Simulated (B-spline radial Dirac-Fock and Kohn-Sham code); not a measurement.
Pt⁴⁺. The calculation used a Dirac–Hartree–Slater potential; 1 + βP₂(cos θ) + (δ + γ cos²θ) sin θ cos φ with E1 and E1–E2 terms (a B-spline radial atomic code). Open shells are averaged over j.

Predict the main features of the following plot. Angular distribution of photoelectrons from O4 (5d3/2) in the plane of the polarisation E (up) and the photon direction k (right), relative to an isotropic one.

At 4.40 keV, β = 1.397, γ = 0.497 and δ = 0.060. At 4.40 keV the emission 45° forward of E is 1.4 times that 45° backward, and the lobe peaks 7.0° from E towards k.

The computed plot:

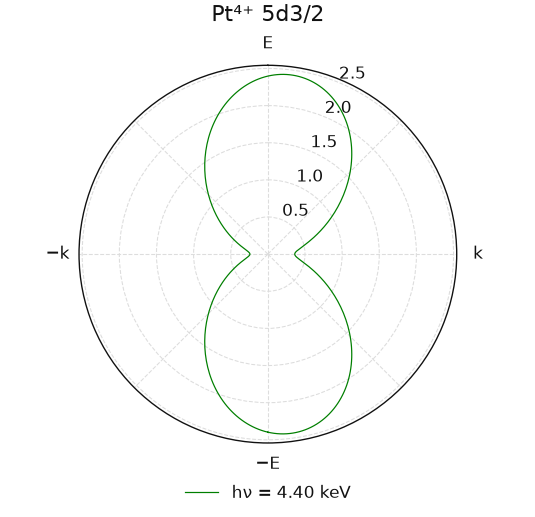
